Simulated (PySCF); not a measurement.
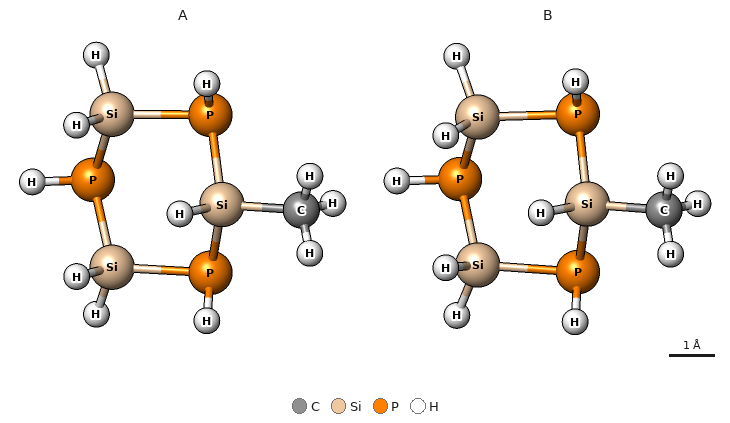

Two geometries of CH$_{11}$P$_{3}$Si$_{3}$, drawn at one scale. One is the start of a relaxation, the other its converged end. A ball-and-stick model, seen at a tilt.

The calculation used PySCF, PBE0-D3(BJ)/def2-SVP geometry optimisation, gas phase. 

Which one is relaxed?

Structure B is the relaxed one. The start comes from GFN2-xTB. The atom that moves furthest after the best rigid fit is an H atom (0.26 Å). Largest moves by element: H 0.26 Å, P 0.12 Å, Si 0.07 Å, C 0.06 Å. Near-neighbour distances that change, for instance: H–P 1.378 → 1.432 Å, H–Si 1.466 → 1.494 Å, C–Si 1.903 → 1.876 Å, P–Si 2.238 → 2.264 Å. Bond angles that change, for instance: Si–P–Si 102.5° → 96.4°, Si–P–Si 101.0° → 96.7°. The energy falls by 0.205 eV in 6 geometry steps. The run took about 100 core-seconds on a shared host.
